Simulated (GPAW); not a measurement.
# A GW chain in GPAW: Cs2InAgCl6 (Fm-3m), part 2 of 2

Wanted: ground state, empty states, screening and self-energy for Cs2InAgCl6 (Fm-3m).

GPAW 26.7.0; LDA and many-body steps on it, plane waves. Known limits of the many-body steps: not at the basis limit; d shell near the gap, gap tends to lie low; no spin-orbit coupling; coarse k mesh.

So far. Step 2 (Ground state): The gap is direct, at Γ. Step 3 (Bands along the symmetry lines): The gap is 0.890 eV, as in the run before at this level.

### 4. Empty states on the mesh, 2×2×2 mesh, 975 bands

Level of this step: DFT, LDA, plane waves, PAW (GPAW).

The sums over transitions need many empty states on a uniform mesh; this step solves for them.

Input file run.py:

```python
import json
import numpy as np
from gpaw.mpi import world
from gpaw import GPAW

calc = GPAW('gs.gpw').fixed_density(kpts={'size': (2, 2, 2), 'gamma': True},
    parallel={'domain': 1, 'band': 1},
    txt='nscf.txt')
calc.diagonalize_full_hamiltonian(nbands=975)
calc.write('full.gpw', mode='all')
res = {}
kpts = calc.get_ibz_k_points()
res['kpts'] = kpts
res['eigenvalues'] = [calc.get_eigenvalues(kpt=k) for k in range(len(kpts))]
res['n_electrons'] = calc.get_number_of_electrons()

if world.rank == 0:
    with open('result.json', 'w') as f:
        json.dump(res, f, default=lambda x: x.tolist())
```

Started as:

```console
$ mpirun -n 3 gpaw python run.py
```

Numbers of over 12 decimals in the logs are rounded to 6 here.

Log:

```text
Diagonalizing LCAO Hamiltonian
Converting LCAO to pw mode
convergence criteria:
- Maximum integral of absolute [eigenst]ate change: 4e-08 eV^2 / valence electron
maximum number of iterations: 100

SCF iterations
|iter     |     time |      energy | eigst |  dens |
|iter:   1|  |             | +0.37 |       |
|iter:   2|  |             | -0.23 |       |
|iter:   3|  |             | -0.68 |       |
[...]
|iter:  48|  |             | -5.72 |       |
|iter:  49|  |             | -5.97 |       |
[... further lines of this kind ...]
|iter:  56|  |             | -7.41c|       |
SCF steps: 56
  __  _  _
 | _ |_)|_||  |
 |__||  | ||/\| - 26.7.0

Input parameters:
  mode=PW(ecut=450.000000),
  convergence={'density': 1e-06, 'bands': -3},
  gpts=array([40, 40, 40]),
  kpts=MonkhorstPack(size=(2, 2, 2), gamma=True),
  maxiter=100,
  nbands=56,
  occupations=Occupations(name='fermi-dirac', width=0.001, fixmagmom=False),
  parallel={'domain': 1, 'band': 1},
  xc=XC(name='LDA')
Matrix size: 6183x6183
# Writing to full.gpw (mode='all')
  [... matrices ...]

timing:  # [seconds]
  Total: 129.168  # ━━━━━━━━━━━━━━━━━━━━━━━━━━━━━━━━━━━━━━━━━━━━━━━━━━━━━━━━━
```

The job ended after 2.6 min (3 MPI ranks of Intel Xeon Platinum 8559C (Emerald Rapids), shared host; peak memory 8.2 GiB; 7.7 min of CPU time).

This step gave:

| Item | Value |
| --- | --- |
| gap | 0.8904 eV |
| k of the valence top | 0, 0, 0 |
| k of the conduction bottom | 0, 0, 0 |
| least direct gap | 0.8904 eV |
| k points computed | 3 |
| lowest point of the top converged band, above the valence top | 120.4513 eV |

On this mesh the gap is 0.890 eV.

### 5. Screening and self-energy, 2×2×2 mesh, 448 bands, screening to 78 eV

Now the one-shot GW correction: screening in the RPA, then the self-energy of the levels asked for.

This step: G0W0 on LDA, plane waves, PAW.

Input file run.py:

```python
import json
import numpy as np
from gpaw.mpi import world
from gpaw.response.g0w0 import G0W0

gw = G0W0('full.gpw',
    filename='gw',
    kpts=[0],
    bands=(43, 47),
    ecut=78,
    nbands=448,
    integrate_gamma='WS',
    ppa=True)
gw.calculate()
res = {mode: {k: v for k, v in r.items() if k != 'sigma_eskwn'}
       for mode, r in gw.all_results.items()}

if world.rank == 0:
    with open('result.json', 'w') as f:
        json.dump(res, f, default=lambda x: x.tolist())
```

Started as:

```console
$ mpirun -n 4 gpaw python run.py
```

Log:

```text
Using integrator: PointIntegrator
FrequencyGridDescriptor(from 0.000+0.000j to 0.000+27.211j eV, 2 points)
Nonperiodic BCs:  [False False False]
Using integrator: PointIntegrator
FrequencyGridDescriptor(from 0.000+0.000j to 0.000+27.211j eV, 2 points)
Nonperiodic BCs:  [False False False]
  ___  _ _ _
 |   || | | |
 | | || | | |
 |__ ||_____|
 |___|

BZ k-points: Symmetries present (total): 48

  [... matrices ...]
8 k-points: 2 x 2 x 2 Monkhorst-Pack grid + [1/4,1/4,1/4]
3 k-points in the irreducible part of the Brillouin zone
       k-points in crystal coordinates                weights
   0:     0.00000000    0.00000000    0.00000000          1/8
   1:     0.50000000    0.50000000    0.00000000          3/8
   2:     0.50000000    0.50000000    0.50000000          4/8

Distributing spins, k-points and bands (1 x 1 x 4) over 4 processes
Number of blocks: 1

Quasi particle states:
k-points (IBZ indices): [0]
Band range: (43, 47)
  [... matrices ...]
Computational parameters:
Plane wave cut-off: 78 eV
Number of bands: 448
Coulomb cutoff: None
Broadening: 0.1 eV

fxc modes: GW
Kernel: RPA
Using Godby-Needs plasmon-pole approximation:
  Fitting energy: i*E0, E0 = 1.000 Hartree
Summing all q:

Calculating screened Coulomb potential
No Coulomb truncation
FrequencyGridDescriptor(from 0.000+0.000j to 0.000+27.211j eV, 2 points)
Removing empty qpoint cache files...

Calculating chi0 body with:
    Ground state adapter containing:
    Number of spins: 1
    Number of kpoints: 8
    Number of irreducible kpoints: 3
    Number of completely occupied states: 45
    Number of partially occupied states: 45
    Occupied states memory: 43.9453125 M / cpu

    Linear response parametrization:
    q_c: [0.0, 0.0, 0.0]
    Number of frequency points: 2
    Planewave cutoff: 78.0
    Number of bands: 448
    Number of planewaves: 459
    Broadening (eta): 1e-06
    comm.size: 4
    kncomm.size: 4
    blockcomm.size: 1

    Memory estimate of potentially large arrays:
        chi0_wGG: 6.429474 M / cpu
Integrating chi0 body.

Symmetries of q_c:
    Direct symmetries (Uq -> q): 48
    Indirect symmetries (TUq -> q): 0
In total 48 allowed symmetries.

  [... matrices ...]
3 groups of equivalent kpoints. 62.5% reduction.

Integral kind: response function
Integrating chi0 head and wings.

Symmetries of q_c:
    Direct symmetries (Uq -> q): 48
    Indirect symmetries (TUq -> q): 0
In total 48 allowed symmetries.

  [... matrices ...]
3 groups of equivalent kpoints. 62.5% reduction.

Integral kind: response function wings

Calculating chi0 body with:
    Ground state adapter containing:
    Number of spins: 1
    Number of kpoints: 8
    Number of irreducible kpoints: 3
    Number of completely occupied states: 45
    Number of partially occupied states: 45
    Occupied states memory: 43.9453125 M / cpu

    Linear response parametrization:
[... the further q-points ...]

Results:
f:      Occupation numbers
eps:     KS-eigenvalues [eV]
vxc:     KS vxc [eV]
exx:     Exact exchange [eV]
sigma:   Self-energies [eV]
dsigma:  Self-energy derivatives
Z:       Renormalization factors
qp:      QP-energies [eV]

k-point 0 (0): (0.000, 0.000, 0.000)                GW
band       f     eps     vxc     exx   sigma  dsigma       Z      qp
                                                                   GW
  43   1.000   2.448 -24.313 -28.563   3.636  -0.267   0.789   1.964
  44   1.000   2.448 -24.313 -28.563   3.636  -0.267   0.789   1.964
  45   0.000   3.338 -14.828 -10.155  -3.082  -0.213   0.824   4.649
  46   0.000   7.310  -9.434  -4.767  -3.468  -0.175   0.851   8.331
```

Wall time 92 s (4 MPI ranks); peak memory 5 GiB; 6.1 min of CPU time.

Numbers from this step:

```yaml
g0w0_gap_on_the_points_computed: 2.685 eV
least_direct_g0w0_gap_on_the_computed_points: 2.685 eV
z_at_the_valence_top: 0.7893
z_at_the_conduction_bottom: 0.8245
starting_gap_on_the_mesh: 0.8904 eV
k_of_the_valence_top: 0, 0, 0
k_of_the_conduction_bottom: 0, 0, 0
```

The gap on the mesh goes from 0.89 eV to 2.69 eV, a correction of +1.79 eV.

Limits: finite bands, cutoff and mesh; d shell near the gap, gap tends to lie low; no spin-orbit coupling; coarse k mesh. v1 is the top filled band, c1 the lowest empty one. Levels before and after the correction, in eV, zero at the valence-band top of each column:

|  | conduction bottom | valence top |
| --- | --- | --- |
| Kohn-Sham | 0.89 | 0.00 |
| G0W0 | 2.69 | 0.00 |

|  | level | energy (eV) |
| --- | --- | --- |
| Kohn-Sham | Γ v2-v1 | 0.000 |
| Kohn-Sham | Γ c1 | 0.890 |
| Kohn-Sham | Γ c2 | 4.862 |
| G0W0 | Γ v2-v1 | 0.000 |
| G0W0 | Γ c1 | 2.685 |
| G0W0 | Γ c2 | 6.367 |

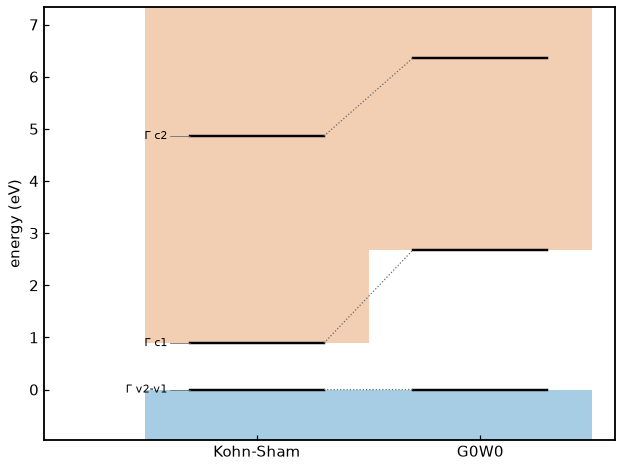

Levels before and after the correction. Shaded: valence and conduction bands.

### 6. Where the time went

Times are wall times on the hardware named with each run, good to a factor of about two.

```
                          step     time  share  memory (GiB)
                  ground state     48 s   10 %           1.1
bands along the symmetry lines  3.3 min   40 %           1.6
      empty states on the mesh  2.6 min   32 %           8.2
     screening and self-energy     92 s   19 %           5.0
```

### 7. Results

* LDA gap: 0.89 eV, direct
* G0W0 gap on the mesh: 2.69 eV
* GW settings: 2×2×2 mesh, 448 bands, screening to 78 eV, Godby-Needs plasmon pole
* known limits: not at the basis limit; d shell near the gap, gap tends to lie low; no spin-orbit coupling; coarse k mesh

In words: G0W0 moves the gap on the mesh from 0.89 eV to 2.69 eV (+1.79 eV), with Z of 0.79 and 0.82 at the edges. Only 1 of the mesh's irreducible points was corrected, so a valley elsewhere could overtake. Against experiment, by G0W0@LDA: the direct gap of 2.69 eV lies −0.61 eV from the measured 3.3 eV (direct, 2016). An exciton line or allowed optical edge lies below the quasiparticle gap by the binding energy; a forbidden edge can push the onset above it. The calculation has static nuclei and no excitons; a measured gap holds zero-point and thermal motion, which mostly lowers it. Bands and cutoff are finite, so the gap is not at the basis limit. The miss can reach some tenths of an eV and take either sign; the mesh is an error of its own. These stock PAW sets were not made for GW. In the G0W0 run levels were corrected at 1 k point alone, so a gap called «on the mesh» is the least over those, and an edge elsewhere would be missed. The 2×2×2 mesh is coarse for this cell, which bears on the long-range parts of exchange and screening. A d shell, filled or nearly so, lies near the gap. One-shot GW converges very slowly in bands there, not always from below, and on a semilocal start the gap tends to come out low; starts rich in exact exchange can overshoot instead. The many-body steps are scalar-relativistic: spin-orbit coupling is not in them.

[Paths, hosts, dates, memory and timing lines, banners, echoed tables and standing remarks are left out of the program output.]

[Logs are printed without paths, hosts, clocks, repeated set-up lines and the standing remarks that a program may print on its own settings, such as how far it seeks lower states.]

[Runs of the session that timed out or met a known fault of the program may be left out.]

[Hosts, paths, dates, database ids (printed as entryN), source tags and the programs' standing remarks are cut or masked in the printed files.]
